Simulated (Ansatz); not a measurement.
# Work function of V(110): what the settings cost and change, part 2 of 2

Aim: the work function of V(110) against thickness and vacuum, with the cost.

Ansatz 0.2.0; plane-wave DFT, PBE, Ansatz PAW.

So far, work function, upper face (eV): step 2 (slab, setting 1 layer) 4.70; step 4 (run, 3 atoms) 4.79; step 5 (slab, 4 atoms) 4.79; step 6 (slab, 5 atoms) 4.77; step 7 (slab, 6 atoms) 4.77.

## Step 8: Run, 8 atoms

System of this step: V(110). The cell holds 8 atoms: 8 V. Its edges and angles: a = 2.615 Å, b = 2.615 Å, c = 32.948 Å, α = 90.0°, β = 90.0°, γ = 70.5°. Vacuum lies along c.

Input file input.yaml:

```yaml
crystal:
  lattice:
    - [2.1354624792, -1.51, 0.0]
    - [2.1354624792, 1.51, 0.0]
    - [0.0, 0.0, 32.9482373543]
  atoms:
    - { symbol: V, position: [0.0, 0.0, 0.2731557353] }
    - { symbol: V, position: [0.5, 0.5, 0.3379683823] }
    - { symbol: V, position: [0.0, 0.0, 0.4027810294] }
    - { symbol: V, position: [0.5, 0.5, 0.4675936765] }
    - { symbol: V, position: [0.0, 0.0, 0.5324063235] }
    - { symbol: V, position: [0.5, 0.5, 0.5972189706] }
    - { symbol: V, position: [0.0, 0.0, 0.6620316177] }
    - { symbol: V, position: [0.5, 0.5, 0.7268442647] }
kpoints:
  mp_grid: { grid: [16, 16, 1] }
hamiltonian:
  xc: pbe
scf:
  occupations: { method: fermi_dirac, width: 0.1 }
  convergence: { dr2_threshold: 1.0e-09 }
efield:
  axis: 3
  dipole_correction: true
  ramp_position: 0.97
  ramp_width: 0.06
output:
  write_potential: true
  write_density: true
  volumetric_format: npy
```

Started as:

```sh
> ansatz run input.yaml --threads 2 --pin off --max-ram 3072MiB --backend cpu --events-out ev --progress --plain --runs-dir out
```

Numbers of over 12 decimals in the logs are rounded to 6 here.

Output:

```text
[...]
Crystal: 8 atoms, lattice volume = 212.486 Å³
Basis set: ecut = 420 eV, 4113 PW (Γ)
Bands: 63, of which v1, the nominal top of the filled ones, is band 52 counted from 1 (51 counted from 0)
Symmetry: 4 space group operations
k-points: 73 of 256
[...]
k-point 0: bands = [... 48 lower, 6.2364, 6.3289, 6.3552, 6.4838, 6.5196, 6.5299, 6.5710, 6.6692, ... 7 higher]
  k-point 1: bands = [... 48 lower, 6.1385, 6.2648, 6.3514, 6.3872, 6.4401, 6.5028, 6.6023, 6.6902, ... 7 higher]
  k-point 2: bands = [... 48 lower, 6.0533, 6.1059, 6.1894, 6.2375, 6.3850, 6.4127, 6.4348, 6.6750, ... 7 higher]
  k-point 72: bands = [... 48 lower, 5.9416, 6.5823, 6.7201, 7.3434, 7.6332, 7.7617, 7.8506, 7.8792, ... 7 higher]
[key lines of the parts left out:]
SCF converged after 11 iterations
Free energy (F): -23297.451181 eV
Fermi energy:    6.202670 eV
Dipole field:    D = 0.000002 V/Å  (p = 0.000002 e·Å, saw-weighted, corrected)
Work function:   Φ+ = 4.7735 eV   Φ− = 4.7736 eV
```

It took 3 min on 2 threads of Arm Neoverse N1, shared host; peak memory 1.1 GiB; 5.4 min of CPU time.

The work function is 4.773 eV, +0.001 eV from the run “6 layers”, at 1.5 times its CPU time.

## Step 9: Slab, 10 atoms

System of this step: V(110). The cell holds 10 atoms: 10 V. Its edges and angles: a = 2.615 Å, b = 2.615 Å, c = 37.219 Å, α = 90.0°, β = 90.0°, γ = 70.5°. Vacuum lies along c.

input.yaml, the sections that differ from step 8:

```yaml
crystal:
  lattice:
    - [2.1354624792, -1.51, 0.0]
    - [2.1354624792, 1.51, 0.0]
    - [0.0, 0.0, 37.2191623127]
  atoms:
    - { symbol: V, position: [0.0, 0.0, 0.2418109232] }
    - { symbol: V, position: [0.5, 0.5, 0.2991862736] }
    - { symbol: V, position: [0.0, 0.0, 0.356561624] }
    - { symbol: V, position: [0.5, 0.5, 0.4139369744] }
    - { symbol: V, position: [0.0, 0.0, 0.4713123248] }
    - { symbol: V, position: [0.5, 0.5, 0.5286876752] }
    - { symbol: V, position: [0.0, 0.0, 0.5860630256] }
    - { symbol: V, position: [0.5, 0.5, 0.643438376] }
    - { symbol: V, position: [0.0, 0.0, 0.7008137264] }
    - { symbol: V, position: [0.5, 0.5, 0.7581890768] }
# kpoints, hamiltonian, scf, efield, output: as in step 8
```

Output:

```text
[...]
Crystal: 10 atoms, lattice volume = 240.030 Å³
Basis set: ecut = 420 eV, 4647 PW (Γ)
Bands: 78, of which v1, the nominal top of the filled ones, is band 65 counted from 1 (64 counted from 0)
Symmetry: 4 space group operations
k-points: 73 of 256
[...]
k-point 0: bands = [... 61 lower, 7.4171, 7.5225, 7.5743, 7.5758, 7.6707, 7.6911, 7.7193, 7.7842, ... 9 higher]
  k-point 1: bands = [... 61 lower, 7.4013, 7.4148, 7.5179, 7.5631, 7.6324, 7.6583, 7.7195, 7.7581, ... 9 higher]
  k-point 2: bands = [... 61 lower, 7.2564, 7.3081, 7.3769, 7.4348, 7.4569, 7.5467, 7.6066, 7.6502, ... 9 higher]
  k-point 72: bands = [... 61 lower, 7.3945, 7.7844, 8.1278, 8.4054, 8.7817, 8.8410, 8.9835, 9.0724, ... 9 higher]
[key lines of the parts left out:]
SCF converged after 12 iterations
Free energy (F): -29122.322474 eV
Fermi energy:    7.340917 eV
Dipole field:    D = 0.000005 V/Å  (p = 0.000006 e·Å, saw-weighted, corrected)
Work function:   Φ+ = 4.7740 eV   Φ− = 4.7742 eV
```

Wall time 4.6 min (2 threads); peak memory 1.5 GiB.

The work function is 4.774 eV, +0.001 eV from the run “8 layers”, at 1.6 times its CPU time.

## Step 10: Run, 13 atoms

System of this step: V(110). The cell holds 13 atoms: 13 V. Cell: a = 2.615 Å, b = 2.615 Å, c = 43.626 Å, α = 90.0°, β = 90.0°, γ = 70.5°. Vacuum lies along c.

input.yaml, the sections that differ from step 9:

```yaml
crystal:
  lattice:
    - [2.1354624792, -1.51, 0.0]
    - [2.1354624792, 1.51, 0.0]
    - [0.0, 0.0, 43.6255497502]
  atoms:
    - { symbol: V, position: [0.0, 0.0, 0.2063011252] }
    - { symbol: V, position: [0.5, 0.5, 0.2552509376] }
    - { symbol: V, position: [0.0, 0.0, 0.3042007501] }
    - { symbol: V, position: [0.5, 0.5, 0.3531505626] }
    - { symbol: V, position: [0.0, 0.0, 0.4021003751] }
    - { symbol: V, position: [0.5, 0.5, 0.4510501875] }
    - { symbol: V, position: [0.0, 0.0, 0.5] }
    - { symbol: V, position: [0.5, 0.5, 0.5489498125] }
    - { symbol: V, position: [0.0, 0.0, 0.5978996249] }
    - { symbol: V, position: [0.5, 0.5, 0.6468494374] }
    - { symbol: V, position: [0.0, 0.0, 0.6957992499] }
    - { symbol: V, position: [0.5, 0.5, 0.7447490624] }
    - { symbol: V, position: [0.0, 0.0, 0.7936988748] }
# kpoints, hamiltonian, scf, efield, output: as in step 9
```

Output:

```text
[...]
Crystal: 13 atoms, lattice volume = 281.345 Å³
Basis set: ecut = 420 eV, 5431 PW (Γ)
Bands: 102, of which v1, the nominal top of the filled ones, is band 85 counted from 1 (84 counted from 0)
Symmetry: 4 space group operations
k-points: 73 of 256
[...]
k-point 0: bands = [... 81 lower, 8.8146, 8.8691, 8.9266, 8.9397, 8.9920, 8.9981, 9.0161, 9.0555, ... 13 higher]
  k-point 1: bands = [... 81 lower, 8.8016, 8.8092, 8.8839, 8.9040, 8.9145, 8.9624, 8.9642, 9.0603, ... 13 higher]
  k-point 2: bands = [... 81 lower, 8.5886, 8.6855, 8.7171, 8.7769, 8.8169, 8.8257, 8.8749, 8.9243, ... 13 higher]
  k-point 72: bands = [... 81 lower, 9.0853, 9.3747, 9.6667, 9.8789, 10.0685, 10.1327, 10.1606, 10.3334, ... 13 higher]
[key lines of the parts left out:]
SCF converged after 12 iterations
Free energy (F): -37859.631282 eV
Fermi energy:    8.631710 eV
Dipole field:    D = 0.000000 V/Å  (p = 0.000001 e·Å, saw-weighted, corrected)
Work function:   Φ+ = 4.7740 eV   Φ− = 4.7740 eV
```

It took 8.1 min on 2 threads; peak memory 2.1 GiB.

The work function is 4.774 eV, -0.000 eV from the run “10 layers”, at 1.8 times its CPU time.

## Step 11: Run, 7 atoms

System of this step: V(110). The cell holds 7 atoms: 7 V. Its edges and angles: a = 2.615 Å, b = 2.615 Å, c = 22.813 Å, α = 90.0°, β = 90.0°, γ = 70.5°. Vacuum lies along c.

input.yaml, the sections that differ from step 10:

```yaml
crystal:
  lattice:
    - [2.1354624792, -1.51, 0.0]
    - [2.1354624792, 1.51, 0.0]
    - [0.0, 0.0, 22.8127748751]
  atoms:
    - { symbol: V, position: [0.0, 0.0, 0.2191754413] }
    - { symbol: V, position: [0.5, 0.5, 0.3127836275] }
    - { symbol: V, position: [0.0, 0.0, 0.4063918138] }
    - { symbol: V, position: [0.5, 0.5, 0.5] }
    - { symbol: V, position: [0.0, 0.0, 0.5936081862] }
    - { symbol: V, position: [0.5, 0.5, 0.6872163725] }
    - { symbol: V, position: [0.0, 0.0, 0.7808245587] }
# kpoints, hamiltonian, scf, efield, output: as in step 10
```

Output:

```text
[...]
Crystal: 7 atoms, lattice volume = 147.122 Å³
Basis set: ecut = 420 eV, 2859 PW (Γ)
Bands: 55, of which v1, the nominal top of the filled ones, is band 46 counted from 1 (45 counted from 0)
Symmetry: 4 space group operations
k-points: 73 of 256
[...]
k-point 0: bands = [... 42 lower, 9.2029, 9.2125, 9.2842, 9.3819, 9.4310, 9.4783, 9.6075, 9.8371, ... 5 higher]
  k-point 1: bands = [... 42 lower, 9.1312, 9.1706, 9.2152, 9.3234, 9.4067, 9.5075, 9.6294, 9.6592, ... 5 higher]
  k-point 2: bands = [... 42 lower, 8.9216, 9.0090, 9.1140, 9.2889, 9.2906, 9.2911, 9.5792, 9.6811, ... 5 higher]
  k-point 72: bands = [... 42 lower, 9.0841, 9.4529, 9.8729, 10.5950, 10.6229, 10.6985, 10.7779, 10.9201, ... 5 higher]
[key lines of the parts left out:]
SCF converged after 12 iterations
Free energy (F): -20385.013067 eV
Fermi energy:    9.122772 eV
Dipole field:    D = 0.000000 V/Å  (p = 0.000000 e·Å, saw-weighted, corrected)
Work function:   Φ+ = 4.7593 eV (in doubt: plateau slope 9.5e-2 eV/Å)   Φ− = 4.7639 eV (in doubt: plateau slope 6.8e-2 eV/Å)
```

Run time: 1.9 min. Hardware: 2 threads; peak memory 0.79 GiB.

The work function is 4.759 eV. The program marks this work function as in doubt.

## Step 12: Run, 7 atoms (run 2)

The cell differs from the one that the last finished run ended in (c 22.813 → 26.813 Å).

input.yaml, the sections that differ from step 11:

```yaml
crystal:
  lattice:
    - [2.1354624792, -1.51, 0.0]
    - [2.1354624792, 1.51, 0.0]
    - [0.0, 0.0, 26.8127748751]
  atoms:
    - { symbol: V, position: [0.0, 0.0, 0.2610695847] }
    - { symbol: V, position: [0.5, 0.5, 0.3407130564] }
    - { symbol: V, position: [0.0, 0.0, 0.4203565282] }
    - { symbol: V, position: [0.5, 0.5, 0.5] }
    - { symbol: V, position: [0.0, 0.0, 0.5796434718] }
    - { symbol: V, position: [0.5, 0.5, 0.6592869436] }
    - { symbol: V, position: [0.0, 0.0, 0.7389304153] }
# kpoints, hamiltonian, scf, efield, output: as in step 11
```

Output:

```text
[...]
Crystal: 7 atoms, lattice volume = 172.918 Å³
Basis set: ecut = 420 eV, 3351 PW (Γ)
Bands: 55, of which v1, the nominal top of the filled ones, is band 46 counted from 1 (45 counted from 0)
Symmetry: 4 space group operations
k-points: 73 of 256
[...]
k-point 0: bands = [... 42 lower, 7.1296, 7.1393, 7.2091, 7.3084, 7.3578, 7.4050, 7.5342, 7.7691, ... 5 higher]
  k-point 1: bands = [... 42 lower, 7.0581, 7.0957, 7.1418, 7.2502, 7.3335, 7.4343, 7.5561, 7.5899, ... 5 higher]
  k-point 2: bands = [... 42 lower, 6.8471, 6.9359, 7.0408, 7.2156, 7.2173, 7.2200, 7.5052, 7.6085, ... 5 higher]
  k-point 72: bands = [... 42 lower, 7.0109, 7.3797, 7.7997, 8.5217, 8.5497, 8.6253, 8.7047, 8.8469, ... 5 higher]
[key lines of the parts left out:]
SCF converged after 12 iterations
Free energy (F): -20385.013069 eV
Fermi energy:    7.049527 eV
Dipole field:    D = 0.000000 V/Å  (p = 0.000000 e·Å, saw-weighted, corrected)
Work function:   Φ+ = 4.7748 eV   Φ− = 4.7748 eV
```

The job ended after 2.1 min (2 threads; peak memory 0.88 GiB).

The work function is 4.775 eV, +0.015 eV from the run “7 layers, 10 Å of vacuum”, at 1.1 times its CPU time.

## Step 13: Run, 7 atoms (run 3)

The cell differs from the one that the last finished run ended in (c 26.813 → 38.813 Å).

input.yaml, the sections that differ from step 12:

```yaml
crystal:
  lattice:
    - [2.1354624792, -1.51, 0.0]
    - [2.1354624792, 1.51, 0.0]
    - [0.0, 0.0, 38.8127748751]
  atoms:
    - { symbol: V, position: [0.0, 0.0, 0.3349412672] }
    - { symbol: V, position: [0.5, 0.5, 0.3899608448] }
    - { symbol: V, position: [0.0, 0.0, 0.4449804224] }
    - { symbol: V, position: [0.5, 0.5, 0.5] }
    - { symbol: V, position: [0.0, 0.0, 0.5550195776] }
    - { symbol: V, position: [0.5, 0.5, 0.6100391552] }
    - { symbol: V, position: [0.0, 0.0, 0.6650587328] }
# kpoints, hamiltonian, scf, efield, output: as in step 12
```

Output:

```text
[...]
Crystal: 7 atoms, lattice volume = 250.307 Å³
Basis set: ecut = 420 eV, 4847 PW (Γ)
Bands: 55, of which v1, the nominal top of the filled ones, is band 46 counted from 1 (45 counted from 0)
Symmetry: 4 space group operations
k-points: 73 of 256
[...]
k-point 0: bands = [... 42 lower, 3.4738, 3.4835, 3.5532, 3.6525, 3.7020, 3.7492, 3.8784, 4.1134, ... 5 higher]
  k-point 1: bands = [... 42 lower, 3.4022, 3.4399, 3.4860, 3.5943, 3.6777, 3.7785, 3.9003, 3.9341, ... 5 higher]
  k-point 2: bands = [... 42 lower, 3.1913, 3.2801, 3.3850, 3.5598, 3.5615, 3.5642, 3.8494, 3.9527, ... 5 higher]
  k-point 72: bands = [... 42 lower, 3.3551, 3.7239, 4.1439, 4.8659, 4.8939, 4.9695, 5.0489, 5.1911, ... 5 higher]
[key lines of the parts left out:]
SCF converged after 11 iterations
Free energy (F): -20385.013074 eV
Fermi energy:    3.393709 eV
Dipole field:    D = -0.000003 V/Å  (p = -0.000004 e·Å, saw-weighted, corrected)
Work function:   Φ+ = 4.7750 eV   Φ− = 4.7749 eV
```

Elapsed: 2.7 min, on 2 threads; peak memory 1.2 GiB; 5.2 min of CPU time.

The work function is 4.775 eV, +0.000 eV from the run “7 layers, 14 Å of vacuum”, at 1.3 times its CPU time.

## Step 14: Comparing the runs

Times are for 2 threads of Arm Neoverse N1, shared host. The series side by side:

```tsv
no.	setting	work function, upper face (eV)	time	memory (GiB)
1	1 layer	4.701	17 s	0.44
2	2 layers	4.716	27 s	0.45
3	3 layers	4.786	43 s	0.51
4	4 layers	4.789	64 s	0.61
5	5 layers	4.772	88 s	0.71
6	6 layers	4.773	2 min	0.83
7	8 layers	4.773	3 min	1.1
8	10 layers	4.774	4.6 min	1.5
9	13 layers	4.774	8.1 min	2.1
10	7 layers, 10 Å of vacuum	4.759	1.9 min	0.79
11	7 layers, 14 Å of vacuum	4.775	2.1 min	0.88
12	7 layers, 26 Å of vacuum	4.775	2.7 min	1.2
```

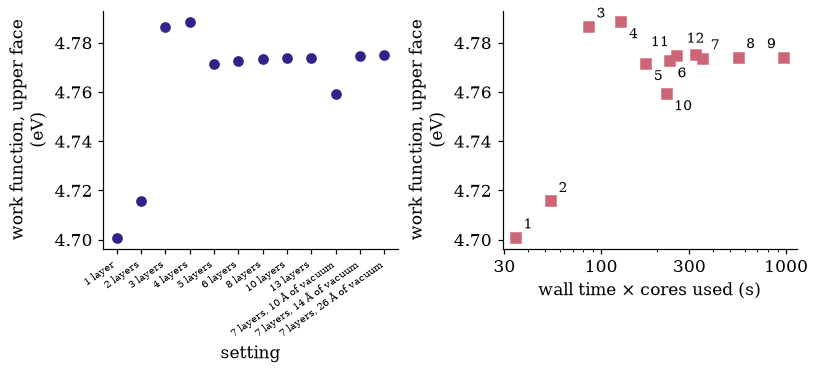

The series as plots; the last panel sets the first result against cost, with the runs numbered as in the table.

## Step 15: The same run with other settings

System of this step: V(110) monolayer. The cell holds 1 atom: 1 V. Its edges and angles: a = 2.615 Å, b = 2.615 Å, c = 18.000 Å, α = 90.0°, β = 90.0°, γ = 70.5°. Vacuum lies along c.

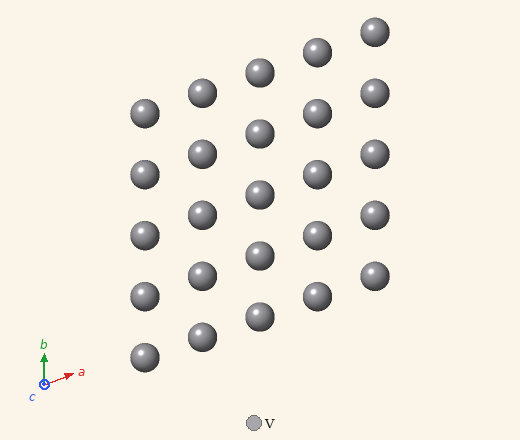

The cell of this step (vanadium grey). 4×4×1 cells are drawn. Some periodic images of atoms are drawn too.

An input spoilt on purpose, to show how the run answers: it repeats the earlier run “1 layer” with efield.axis from 3 to 0, and scf.max_iter set to 80; its output block differs too.

input.yaml, the sections that differ from step 13:

```yaml
crystal:
  lattice:
    - [2.1354624792, -1.51, 0.0]
    - [2.1354624792, 1.51, 0.0]
    - [0.0, 0.0, 18.0]
  atoms:
    - { symbol: V, position: [0.0, 0.0, 0.5] }
scf:
  occupations: { method: fermi_dirac, width: 0.1 }
  convergence: { dr2_threshold: 1.0e-09 }
  max_iter: 80
efield:
  axis: 0
  dipole_correction: true
  ramp_position: 0.97
  ramp_width: 0.06
# kpoints, hamiltonian, output: as in step 13
```

Output:

```text
Error: invalid value for `efield.axis`: must be in [1, 3]; got 0
```

Wall time 0.02 s (2 threads); peak memory 0.06 GiB.

The program refused the input before any cycle.

The program's message: “Error: invalid value for `efield.axis`: must be in [1, 3]; got 0”

The fault put into the input: an axis of 0, outside the range 1 to 3.

## Step 16: Outcome

| Property | Result |
| --- | --- |
| work function, 1 layer | 4.701 eV |
| work function, 4 layers | 4.789 eV |
| work function, 6 layers | 4.773 eV |
| work function, 13 layers | 4.774 eV |

In words: The thickest slab gives 4.77 eV, and the settings tried spread the value from 4.70 to 4.79 eV. At 18 Å of vacuum, the slabs from 3 layers on stay within 0.02 eV of the thickest. Going from 10 to 26 Å of vacuum moves it by 0.016 eV. The program marks the value as in doubt in “7 layers, 10 Å of vacuum”. The ladder's slabs use the tabulated experimental lattice constant (two decimals; a low-temperature value for the alkali metals). The main runs have no spin polarisation; a magnetic state could lie lower and would change these results. In 1 run of the series (7 layers, 10 Å of vacuum) the program warns that electrons reach the sawtooth's ramp, which makes dipole and work function less sure.

[Logs are printed without paths, hosts, clocks, repeated set-up lines and the standing remarks that a program may print on its own settings, such as how far it seeks lower states.]

[Hosts, paths, dates, database ids (printed as entryN), source tags and the programs' standing remarks are cut or masked in the printed files.]

[Maps of the electrostatic potential energy from Ansatz leave out the sawtooth potential of an applied field or a dipole correction, so their vacuum need not be flat; planar profiles and work functions include it.]
